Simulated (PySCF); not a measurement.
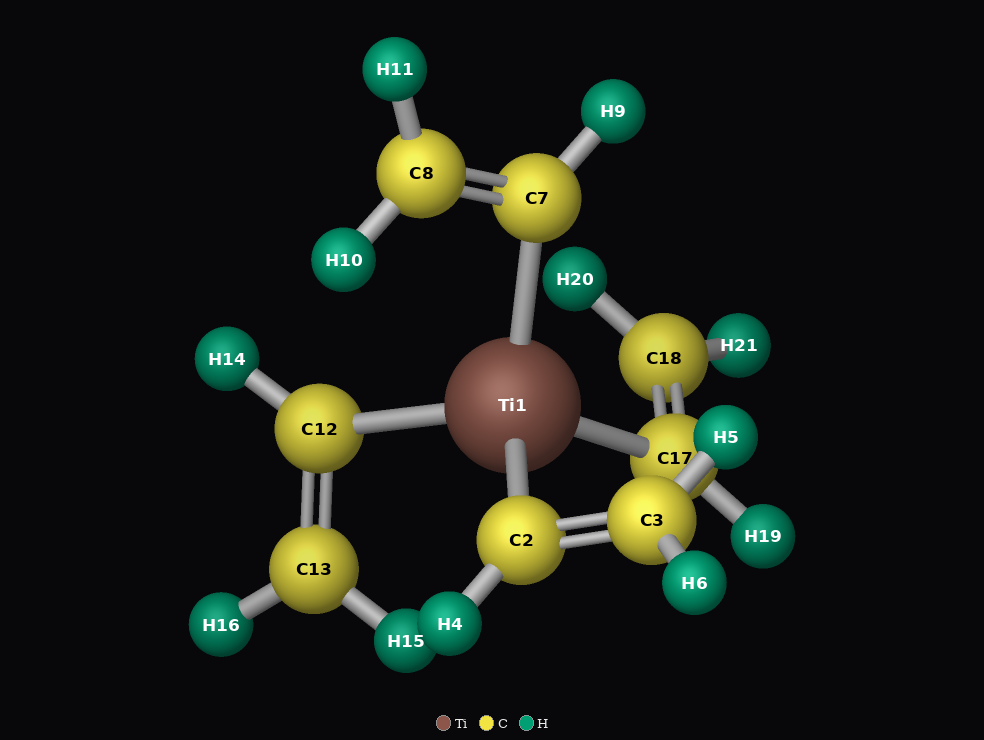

The species is neutral and a spin singlet. The geometry was computed by an optimisation with PBE0-D3(BJ)/def2-SVP. No frequency run is at hand to confirm it as a minimum. Level of theory: delta-SCF UKS SCAN, pcX-2 on the ionised atom (unc-x2c-TZVPall on a metal), pcseg-1 elsewhere, spin-free X2C (PySCF 2.14.0).

Give the core-electron binding energies (to vacuum; p and d levels without spin–orbit splitting) of Ti1 2p, C2 1s, C3 1s.

```json
{"atom": "Ti1", "level": "2p", "binding energy (eV)": "462.9"}
{"atom": "C2", "level": "1s", "binding energy (eV)": "289.0"}
{"atom": "C3", "level": "1s", "binding energy (eV)": "290.0"}
```
